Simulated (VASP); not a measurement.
Band structure of YSb (relaxed from the zinc blende structure, space group F-43m). Calculation: PBEsol GGA, VASP's PBE PAW potentials (set 64) (plane waves; VASP).

Unless said otherwise, spin-orbit coupling is left out, though it shifts the bands of the heavy elements here.

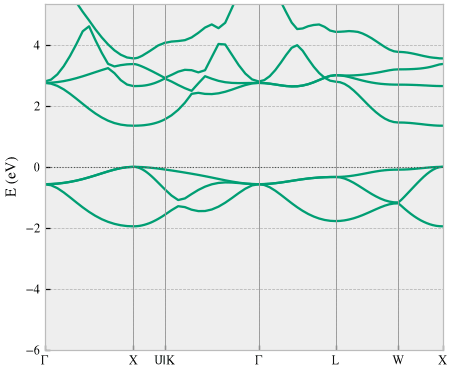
Figure: Bands along high-symmetry lines, zero at the valence-band maximum or, without a gap, the Fermi level

Problem. Read the plot: is there a gap, and where are the band edges?

Solution. The gap is direct, 1.35 eV, from the valence maximum at X to the conduction minimum at X. (Edges off the drawn lines would not show.)

The structure was generated: YSb was put into the zinc blende type (F-43m), which need not be its known phase. It was relaxed first, which changed the volume by -26 %.
